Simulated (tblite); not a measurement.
## C$_{4}$H$_{7}$N$_{3}$O$_{2}$Si: geometry relaxation (part 1 of 4)

C$_{4}$H$_{7}$N$_{3}$O$_{2}$Si, computed with GFN2-xTB geometry optimisation, gas phase (tblite 0.8.0).

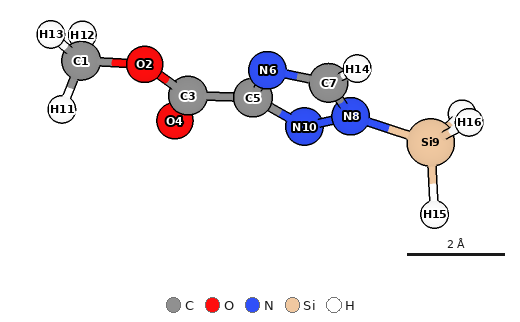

Figure 1. The input geometry (ball-and-stick view, seen at a tilt; atoms are numbered from 1 in the order of the input). Bond lengths as drawn: C–C 1.49 Å, C–H 1.08 to 1.10 Å, C–N 1.31 to 1.38 Å, C–O 1.24 to 1.44 Å, H–Si 1.48 to 1.50 Å, N–N 1.34 Å and N–Si 1.76 Å.

Input file:
```
{"job": {"kind": "relax", "xc": "GFN2-xTB", "basis": "xTB"}, "charge": 0, "multiplicity": 1}
C      3.842900     0.272000     0.165500
O      2.469000     0.216600     0.580000
C      1.583400     0.066300    -0.431200
O      1.899900     0.009000    -1.625600
C      0.178700     0.007600     0.057300
N     -0.177900     0.087200     1.389000
C     -1.482100    -0.001800     1.377700
N     -1.908800    -0.129200     0.104600
Si    -3.600100    -0.291500    -0.361500
N     -0.890700    -0.129600    -0.762700
H      3.992700     1.140300    -0.483300
H      4.117700    -0.653300    -0.341700
H      4.456000     0.388800     1.065400
H     -2.123100     0.016100     2.248900
H     -4.037100     0.846900    -1.235300
H     -4.464600    -0.252900     0.869400
H     -3.862900    -1.580500    -1.046700
```

The first line tells a small driver script what to run in tblite; the rest is the geometry in Å.

Machine: 1 CPU thread, shared host.

Launched with:
```bash
OMP_NUM_THREADS=1 python <driver script> task.json out
```

Output:
```
step      E/eV     max force
  0    -837.70319    2.507
  1    -837.84100    2.505
  2    -837.90005    0.689
  3    -837.91970    0.356
  4    -837.92904    0.236
  5    -837.93719    0.283
  6    -837.94728    0.325
  7    -837.95826    0.389
  8    -837.96708    0.250
  9    -837.97313    0.191
 10    -837.97801    0.219
 11    -837.98234    0.168
 12    -837.98554    0.189
 13    -837.98752    0.117
 14    -837.98884    0.121
 15    -837.99001    0.101
 16    -837.99110    0.105
 17    -837.99196    0.089
 18    -837.99268    0.089
 19    -837.99353    0.088
 20    -837.99469    0.104
 21    -837.99610    0.089
 22    -837.99738    0.073
 23    -837.99816    0.070
 24    -837.99863    0.057
 25    -837.99906    0.062
 26    -837.99948    0.056
 27    -837.99981    0.059
 28    -838.00004    0.049
 29    -838.00024    0.048
 30    -838.00047    0.050
 31    -838.00069    0.039
 32    -838.00085    0.027
 33    -838.00096    0.025
 34    -838.00109    0.040
 35    -838.00129    0.044
 36    -838.00153    0.048
 37    -838.00177    0.037
 38    -838.00198    0.039
 39    -838.00220    0.048
 40    -838.00243    0.048
 41    -838.00267    0.039
 42    -838.00285    0.031
 43    -838.00298    0.028
 44    -838.00311    0.032
 45    -838.00324    0.030
 46    -838.00336    0.027
 47    -838.00348    0.027
 48    -838.00361    0.032
 49    -838.00373    0.030
 50    -838.00380    0.016
 51    -838.00383    0.009
```

Trajectory as extended XYZ (Å, eV, eV/Å), 48 of the 52 frames kept, from step=0 to step=51:
```
17
Properties=species:S:1:pos:R:3:forces:R:3 step=0 energy=-837.70319
C     3.8429    0.2720    0.1655   -0.2180   0.1670   0.3850
O     2.4690    0.2166    0.5800   -0.1140  -0.1730  -0.8720
C     1.5834    0.0663   -0.4312    0.4930   0.0780  -1.4640
O     1.8999    0.0090   -1.6256   -0.5720   0.0700   2.4400
C     0.1787    0.0076    0.0573   -0.7680  -0.0860  -0.1590
N    -0.1779    0.0872    1.3890    0.3140  -0.0460  -0.8190
C    -1.4821   -0.0018    1.3777    0.9420   0.0390  -0.1470
N    -1.9088   -0.1292    0.1046   -1.2740  -0.1410  -0.3560
Si   -3.6001   -0.2915   -0.3615   -1.3170   0.0900  -0.5210
N    -0.8907   -0.1296   -0.7627    1.1760   0.2470   2.0150
H     3.9927    1.1403   -0.4833    0.0020  -0.2030  -0.0860
H     4.1177   -0.6533   -0.3417   -0.0300   0.0900  -0.1420
H     4.4560    0.3888    1.0654   -0.3020  -0.0400  -0.0780
H    -2.1231    0.0161    2.2489    0.2290   0.0000  -0.4260
H    -4.0371    0.8469   -1.2353    0.4420  -0.4430   0.3880
H    -4.4646   -0.2529    0.8694    0.6570   0.0100  -0.3670
H    -3.8629   -1.5805   -1.0467    0.3400   0.3410   0.2100
17
Properties=species:S:1:pos:R:3:forces:R:3 step=1 energy=-837.84100
C     3.8398    0.2744    0.1710   -0.1600  -0.0060  -0.0080
O     2.4674    0.2141    0.5675   -0.1420  -0.1010  -0.3890
C     1.5905    0.0674   -0.4521   -0.9190   0.1880   2.3230
O     1.8917    0.0100   -1.5907    0.4990  -0.1250  -1.7460
C     0.1677    0.0064    0.0550    0.6240   0.0570   0.2310
N    -0.1734    0.0866    1.3773    0.3160   0.0180   0.0120
C    -1.4686   -0.0012    1.3756    0.0590  -0.0220  -0.1470
N    -1.9270   -0.1312    0.0995   -0.3810  -0.0270   0.2270
Si   -3.6189   -0.2902   -0.3690   -0.8370   0.0370  -0.3320
N    -0.8739   -0.1261   -0.7339   -0.2370   0.0080   0.2100
H     3.9927    1.1374   -0.4845    0.0220  -0.1600  -0.0590
H     4.1173   -0.6520   -0.3437   -0.0260   0.1750  -0.0570
H     4.4517    0.3882    1.0643   -0.2370  -0.0150   0.0790
H    -2.1199    0.0161    2.2428    0.3440   0.0070  -0.4230
H    -4.0308    0.8405   -1.2297    0.3130  -0.2240   0.2020
H    -4.4552   -0.2528    0.8641    0.5030   0.0150  -0.2270
H    -3.8580   -1.5756   -1.0437    0.2590   0.1750   0.1050
17
Properties=species:S:1:pos:R:3:forces:R:3 step=2 energy=-837.90005
C     3.8369    0.2751    0.1727   -0.1160  -0.0610  -0.1880
O     2.4652    0.2122    0.5589   -0.0510  -0.0260   0.1730
C     1.5821    0.0699   -0.4319   -0.0920   0.0060  -0.4580
O     1.8949    0.0089   -1.5997   -0.1890  -0.0050   0.4440
C     0.1714    0.0066    0.0570    0.4050   0.0620   0.3150
N    -0.1683    0.0866    1.3737    0.1350   0.0310   0.3460
C    -1.4636   -0.0013    1.3732   -0.0850  -0.0300  -0.1270
N    -1.9374   -0.1322    0.1005    0.1450   0.0200   0.3090
Si   -3.6348   -0.2893   -0.3753   -0.4030  -0.0180  -0.1740
N    -0.8712   -0.1249   -0.7221   -0.5880  -0.0610  -0.3540
H     3.9930    1.1346   -0.4856    0.0150  -0.1240  -0.0640
H     4.1168   -0.6496   -0.3450   -0.0260   0.1690  -0.0480
H     4.4475    0.3879    1.0649   -0.2340  -0.0060   0.1360
H    -2.1148    0.0162    2.2359    0.3020   0.0130  -0.2850
H    -4.0251    0.8359   -1.2256    0.2130  -0.0230   0.0400
H    -4.4463   -0.2525    0.8598    0.3640   0.0190  -0.0870
H    -3.8534   -1.5720   -1.0415    0.2030   0.0340   0.0210
17
Properties=species:S:1:pos:R:3:forces:R:3 step=3 energy=-837.91970
C     3.8345    0.2745    0.1705   -0.0880  -0.0150  -0.0380
O     2.4639    0.2112    0.5589   -0.0320  -0.0120   0.1670
C     1.5783    0.0707   -0.4323    0.0260   0.0040  -0.2430
O     1.8932    0.0085   -1.5962   -0.1480  -0.0110   0.1820
C     0.1783    0.0076    0.0620   -0.3550  -0.0060   0.0200
N    -0.1649    0.0870    1.3776    0.0280   0.0080   0.1360
C    -1.4634   -0.0018    1.3707    0.1230  -0.0080  -0.0460
N    -1.9383   -0.1322    0.1052    0.0150  -0.0040   0.0790
Si   -3.6450   -0.2894   -0.3795   -0.0480  -0.0310  -0.0520
N    -0.8789   -0.1254   -0.7238   -0.0240   0.0100   0.0730
H     3.9933    1.1321   -0.4868    0.0060  -0.0720  -0.0840
H     4.1163   -0.6464   -0.3461   -0.0130   0.0760  -0.0820
H     4.4430    0.3877    1.0670   -0.2550  -0.0130   0.0660
H    -2.1091    0.0164    2.2299    0.1670   0.0140  -0.1080
H    -4.0205    0.8342   -1.2238    0.1600   0.0920  -0.0540
H    -4.4386   -0.2522    0.8573    0.2630   0.0210   0.0160
H    -3.8492   -1.5705   -1.0405    0.1740  -0.0530  -0.0320
17
Properties=species:S:1:pos:R:3:forces:R:3 step=4 energy=-837.92904
C     3.8316    0.2740    0.1693   -0.0710   0.0100   0.0350
O     2.4625    0.2104    0.5608   -0.0780  -0.0090   0.0710
C     1.5759    0.0715   -0.4331   -0.0470  -0.0040   0.0200
O     1.8905    0.0079   -1.5939   -0.0910  -0.0120  -0.0190
C     0.1748    0.0078    0.0644   -0.1740   0.0040  -0.0490
N    -0.1624    0.0873    1.3810   -0.0180  -0.0020   0.0210
C    -1.4604   -0.0021    1.3686    0.0760   0.0010   0.0810
N    -1.9397   -0.1324    0.1085   -0.0650  -0.0150  -0.0260
Si   -3.6517   -0.2898   -0.3829    0.1970  -0.0250   0.0060
N    -0.8817   -0.1252   -0.7215    0.0060   0.0100   0.0400
H     3.9936    1.1295   -0.4889   -0.0100  -0.0350  -0.0800
H     4.1159   -0.6436   -0.3481   -0.0120   0.0140  -0.0880
H     4.4361    0.3873    1.0690   -0.2330  -0.0140   0.0380
H    -2.1032    0.0167    2.2248    0.0680   0.0150   0.0250
H    -4.0151    0.8347   -1.2236    0.1250   0.1500  -0.1060
H    -4.4297   -0.2517    0.8561    0.1770   0.0220   0.0980
H    -3.8439   -1.5704   -1.0405    0.1490  -0.1090  -0.0670
17
Properties=species:S:1:pos:R:3:forces:R:3 step=5 energy=-837.93719
C     3.8276    0.2738    0.1688   -0.0770   0.0080   0.0330
O     2.4594    0.2094    0.5634   -0.1030  -0.0070  -0.0480
C     1.5723    0.0721   -0.4330   -0.0830  -0.0130   0.1670
O     1.8864    0.0072   -1.5922   -0.0500  -0.0090  -0.1120
C     0.1708    0.0084    0.0660   -0.0350   0.0080  -0.0940
N    -0.1605    0.0875    1.3844   -0.0370  -0.0090  -0.1070
C    -1.4568   -0.0024    1.3687   -0.0060  -0.0030   0.0690
N    -1.9425   -0.1328    0.1110    0.0000  -0.0080  -0.0170
Si   -3.6537   -0.2906   -0.3858    0.2830   0.0020  -0.0010
N    -0.8853   -0.1250   -0.7197    0.0370   0.0120   0.0380
H     3.9935    1.1264   -0.4924   -0.0380  -0.0110  -0.0490
H     4.1152   -0.6408   -0.3517   -0.0270  -0.0160  -0.0620
H     4.4254    0.3867    1.0717   -0.1750  -0.0080   0.0420
H    -2.0967    0.0173    2.2208   -0.0490   0.0150   0.1830
H    -4.0077    0.8380   -1.2256    0.1130   0.1340  -0.1030
H    -4.4183   -0.2507    0.8571    0.1150   0.0200   0.1400
H    -3.8361   -1.5726   -1.0418    0.1320  -0.1150  -0.0770
17
Properties=species:S:1:pos:R:3:forces:R:3 step=7 energy=-837.95826
C     3.8109    0.2730    0.1672   -0.0460  -0.0110  -0.0100
O     2.4447    0.2066    0.5668   -0.0650   0.0060  -0.2110
C     1.5583    0.0722   -0.4294   -0.0640  -0.0300   0.0850
O     1.8705    0.0050   -1.5892    0.0070   0.0030  -0.1360
C     0.1605    0.0105    0.0657    0.1940   0.0040  -0.0580
N    -0.1571    0.0878    1.3866   -0.0600  -0.0060  -0.1830
C    -1.4509   -0.0036    1.3729   -0.1230   0.0000   0.0880
N    -1.9456   -0.1342    0.1193    0.0870   0.0090   0.0060
Si   -3.6432   -0.2921   -0.3956    0.1500   0.0460  -0.0380
N    -0.8947   -0.1241   -0.7152    0.0460   0.0060  -0.0430
H     3.9899    1.1174   -0.5039   -0.1190   0.0380   0.0680
H     4.1105   -0.6337   -0.3641   -0.0910  -0.0560   0.0560
H     4.3857    0.3848    1.0825   -0.0150   0.0030   0.0120
H    -2.0832    0.0200    2.2241   -0.1850   0.0070   0.3420
H    -3.9790    0.8539   -1.2362    0.1200  -0.0460   0.0040
H    -4.3788   -0.2470    0.8681    0.0610   0.0070   0.0450
H    -3.8056   -1.5846   -1.0499    0.1040   0.0190  -0.0260
17
Properties=species:S:1:pos:R:3:forces:R:3 step=8 energy=-837.96708
C     3.8020    0.2722    0.1662   -0.0170  -0.0150  -0.0200
O     2.4365    0.2056    0.5646   -0.0180   0.0100  -0.1680
C     1.5512    0.0714   -0.4285   -0.0070  -0.0250  -0.0790
O     1.8623    0.0041   -1.5896    0.0150   0.0010  -0.1150
C     0.1580    0.0114    0.0639    0.1330  -0.0090  -0.0100
N    -0.1574    0.0877    1.3840   -0.0090   0.0080  -0.0630
C    -1.4507   -0.0041    1.3773   -0.1520   0.0060   0.1000
N    -1.9444   -0.1346    0.1231    0.0580   0.0130   0.0080
Si   -3.6334   -0.2919   -0.4006    0.0130   0.0330  -0.0260
N    -0.8977   -0.1235   -0.7145    0.0260   0.0020  -0.0380
H     3.9852    1.1141   -0.5078   -0.1370   0.0570   0.1050
H     4.1061   -0.6317   -0.3687   -0.1080  -0.0650   0.1000
H     4.3661    0.3840    1.0879    0.0400   0.0040  -0.0200
H    -2.0812    0.0215    2.2340   -0.1140  -0.0030   0.2230
H    -3.9626    0.8609   -1.2417    0.1210  -0.1180   0.0470
H    -4.3586   -0.2450    0.8747    0.0640   0.0000  -0.0510
H    -3.7885   -1.5901   -1.0547    0.0940   0.1010   0.0070
17
Properties=species:S:1:pos:R:3:forces:R:3 step=9 energy=-837.97313
C     3.7962    0.2715    0.1653   -0.0010  -0.0120  -0.0140
O     2.4310    0.2052    0.5605    0.0060   0.0080  -0.0840
C     1.5471    0.0703   -0.4302    0.0340  -0.0130  -0.1870
O     1.8573    0.0036   -1.5922    0.0120  -0.0040  -0.1010
C     0.1576    0.0118    0.0622    0.0270  -0.0160   0.0510
N    -0.1579    0.0879    1.3814   -0.0580   0.0110   0.0620
C    -1.4536   -0.0043    1.3825    0.0020   0.0150   0.0060
N    -1.9426   -0.1346    0.1253    0.0140   0.0160   0.0410
Si   -3.6258   -0.2912   -0.4038   -0.0670   0.0070  -0.0040
N    -0.8987   -0.1230   -0.7146   -0.0190  -0.0030  -0.0010
H     3.9796    1.1132   -0.5083   -0.1240   0.0660   0.1030
H     4.1012   -0.6320   -0.3698   -0.1010  -0.0670   0.1070
H     4.3544    0.3835    1.0908    0.0620   0.0030  -0.0390
H    -2.0821    0.0224    2.2448   -0.0380  -0.0100   0.0950
H    -3.9499    0.8634   -1.2446    0.1090  -0.1280   0.0490
H    -4.3448   -0.2437    0.8781    0.0590  -0.0040  -0.1030
H    -3.7759   -1.5919   -1.0577    0.0830   0.1310   0.0190
17
Properties=species:S:1:pos:R:3:forces:R:3 step=10 energy=-837.97801
C     3.7920    0.2708    0.1647    0.0030  -0.0050   0.0000
O     2.4270    0.2051    0.5554    0.0030   0.0020  -0.0070
C     1.5447    0.0692   -0.4344    0.0410  -0.0010  -0.2150
O     1.8543    0.0031   -1.5970   -0.0020  -0.0090  -0.0780
C     0.1580    0.0117    0.0617   -0.0720  -0.0190   0.0490
N    -0.1599    0.0882    1.3802    0.0440   0.0180   0.1430
C    -1.4553   -0.0041    1.3864   -0.0280   0.0170   0.0240
N    -1.9411   -0.1343    0.1274   -0.0460   0.0140   0.0340
Si   -3.6209   -0.2906   -0.4059   -0.0690  -0.0170   0.0280
N    -0.8992   -0.1227   -0.7145   -0.0320  -0.0040   0.0570
H     3.9728    1.1143   -0.5064   -0.0910   0.0650   0.0770
H     4.0955   -0.6338   -0.3682   -0.0770  -0.0620   0.0880
H     4.3476    0.3832    1.0919    0.0660   0.0000  -0.0450
H    -2.0841    0.0228    2.2551    0.0720  -0.0150  -0.0780
H    -3.9388    0.8627   -1.2458    0.0860  -0.0890   0.0190
H    -4.3342   -0.2429    0.8787    0.0340  -0.0060  -0.1050
H    -3.7653   -1.5907   -1.0596    0.0690   0.1120   0.0090
17
Properties=species:S:1:pos:R:3:forces:R:3 step=11 energy=-837.98234
C     3.7884    0.2702    0.1643   -0.0030   0.0030   0.0140
O     2.4234    0.2050    0.5500   -0.0250  -0.0070   0.0350
C     1.5430    0.0683   -0.4411    0.0180   0.0080  -0.1550
O     1.8518    0.0025   -1.6037   -0.0170  -0.0110  -0.0600
C     0.1576    0.0112    0.0619   -0.0990  -0.0110   0.0660
N    -0.1602    0.0887    1.3815   -0.0220   0.0050   0.1330
C    -1.4582   -0.0035    1.3908    0.1370   0.0220  -0.0500
N    -1.9411   -0.1338    0.1298   -0.0540   0.0160   0.0720
Si   -3.6178   -0.2902   -0.4072   -0.0270  -0.0300   0.0490
N    -0.9002   -0.1224   -0.7129   -0.0590  -0.0090   0.0830
H     3.9649    1.1166   -0.5030   -0.0480   0.0540   0.0400
H     4.0889   -0.6369   -0.3650   -0.0450  -0.0490   0.0550
H     4.3430    0.3830    1.0920    0.0610  -0.0020  -0.0400
H    -2.0846    0.0228    2.2629    0.0970  -0.0150  -0.1360
H    -3.9271    0.8602   -1.2465    0.0530  -0.0220  -0.0290
H    -4.3243   -0.2423    0.8772   -0.0160  -0.0060  -0.0600
H    -3.7545   -1.5872   -1.0611    0.0490   0.0540  -0.0180
17
Properties=species:S:1:pos:R:3:forces:R:3 step=12 energy=-837.98554
C     3.7851    0.2697    0.1641   -0.0160   0.0080   0.0200
O     2.4197    0.2047    0.5459   -0.0440  -0.0120   0.0310
C     1.5411    0.0677   -0.4479   -0.0220   0.0080  -0.0520
O     1.8495    0.0018   -1.6103   -0.0330  -0.0090  -0.0300
C     0.1566    0.0108    0.0636   -0.0790  -0.0050   0.0090
N    -0.1610    0.0892    1.3844    0.0830   0.0040   0.0690
C    -1.4575   -0.0027    1.3931    0.0460   0.0170   0.0130
N    -1.9421   -0.1331    0.1334   -0.0410   0.0120   0.0560
Si   -3.6162   -0.2904   -0.4078    0.0320  -0.0200   0.0500
N    -0.9023   -0.1224   -0.7100   -0.0350  -0.0080   0.0870
H     3.9578    1.1191   -0.4998   -0.0130   0.0330   0.0130
H     4.0828   -0.6400   -0.3616   -0.0180  -0.0280   0.0270
H     4.3401    0.3828    1.0915    0.0520  -0.0020  -0.0290
H    -2.0832    0.0226    2.2666    0.1060  -0.0120  -0.1560
H    -3.9165    0.8579   -1.2475    0.0270   0.0290  -0.0640
H    -4.3163   -0.2419    0.8751   -0.0750  -0.0060   0.0030
H    -3.7446   -1.5837   -1.0628    0.0310  -0.0100  -0.0470
17
Properties=species:S:1:pos:R:3:forces:R:3 step=13 energy=-837.98752
C     3.7824    0.2696    0.1643   -0.0260   0.0070   0.0170
O     2.4163    0.2041    0.5437   -0.0460  -0.0120   0.0030
C     1.5391    0.0676   -0.4526   -0.0440   0.0030   0.0290
O     1.8472    0.0011   -1.6147   -0.0400  -0.0050  -0.0110
C     0.1549    0.0105    0.0648   -0.0110   0.0030  -0.0070
N    -0.1595    0.0897    1.3874    0.0420  -0.0040  -0.0140
C    -1.4564   -0.0020    1.3948    0.0980   0.0150   0.0030
N    -1.9435   -0.1325    0.1370    0.0010   0.0120   0.0630
Si   -3.6149   -0.2908   -0.4077    0.0470   0.0000   0.0260
N    -0.9046   -0.1226   -0.7067   -0.0260  -0.0080   0.0410
H     3.9533    1.1210   -0.4979    0.0020   0.0110   0.0030
H     4.0787   -0.6421   -0.3592   -0.0070  -0.0060   0.0130
H     4.3386    0.3826    1.0910    0.0400  -0.0020  -0.0200
H    -2.0800    0.0223    2.2659    0.0410  -0.0060  -0.0600
H    -3.9090    0.8571   -1.2494    0.0170   0.0370  -0.0670
H    -4.3119   -0.2417    0.8740   -0.1100  -0.0060   0.0390
H    -3.7374   -1.5819   -1.0647    0.0220  -0.0380  -0.0570
17
Properties=species:S:1:pos:R:3:forces:R:3 step=14 energy=-837.98884
C     3.7801    0.2696    0.1646   -0.0280   0.0030   0.0080
O     2.4133    0.2036    0.5426   -0.0280  -0.0070  -0.0140
C     1.5370    0.0676   -0.4552   -0.0420  -0.0040   0.0590
O     1.8448    0.0006   -1.6173   -0.0430   0.0000   0.0070
C     0.1536    0.0104    0.0656    0.0310   0.0040  -0.0360
N    -0.1578    0.0898    1.3890    0.0720  -0.0020  -0.0560
C    -1.4536   -0.0013    1.3958    0.0430   0.0090   0.0370
N    -1.9443   -0.1319    0.1406    0.0260   0.0080   0.0400
Si   -3.6135   -0.2911   -0.4073    0.0290   0.0140   0.0050
N    -0.9068   -0.1228   -0.7040   -0.0050  -0.0050   0.0000
H     3.9505    1.1222   -0.4967    0.0040  -0.0080   0.0020
H     4.0760   -0.6433   -0.3577   -0.0050   0.0110   0.0060
H     4.3381    0.3824    1.0903    0.0250  -0.0010  -0.0140
H    -2.0772    0.0221    2.2643    0.0000  -0.0010   0.0180
H    -3.9038    0.8574   -1.2519    0.0180   0.0180  -0.0490
H    -4.3111   -0.2417    0.8740   -0.1160  -0.0070   0.0350
H    -3.7324   -1.5815   -1.0670    0.0200  -0.0320  -0.0490
17
Properties=species:S:1:pos:R:3:forces:R:3 step=15 energy=-837.99001
C     3.7777    0.2696    0.1650   -0.0210   0.0000  -0.0010
O     2.4103    0.2030    0.5416   -0.0050   0.0000  -0.0140
C     1.5346    0.0674   -0.4569   -0.0200  -0.0080   0.0540
O     1.8418    0.0002   -1.6192   -0.0380   0.0030   0.0160
C     0.1528    0.0104    0.0655    0.0500   0.0020  -0.0380
N    -0.1548    0.0900    1.3896    0.0520   0.0000  -0.0670
C    -1.4505   -0.0005    1.3975    0.0340   0.0040   0.0410
N    -1.9443   -0.1312    0.1444    0.0370   0.0030   0.0240
Si   -3.6117   -0.2910   -0.4067   -0.0090   0.0170  -0.0080
N    -0.9087   -0.1231   -0.7017    0.0020  -0.0020  -0.0350
H     3.9482    1.1232   -0.4955    0.0030  -0.0230   0.0000
H     4.0736   -0.6442   -0.3561   -0.0050   0.0240  -0.0010
H     4.3383    0.3822    1.0894    0.0030  -0.0010  -0.0090
H    -2.0747    0.0218    2.2634   -0.0270   0.0050   0.0840
H    -3.8990    0.8579   -1.2550    0.0230  -0.0110  -0.0220
H    -4.3129   -0.2419    0.8746   -0.1010  -0.0090   0.0040
H    -3.7277   -1.5818   -1.0700    0.0210  -0.0050  -0.0290
```
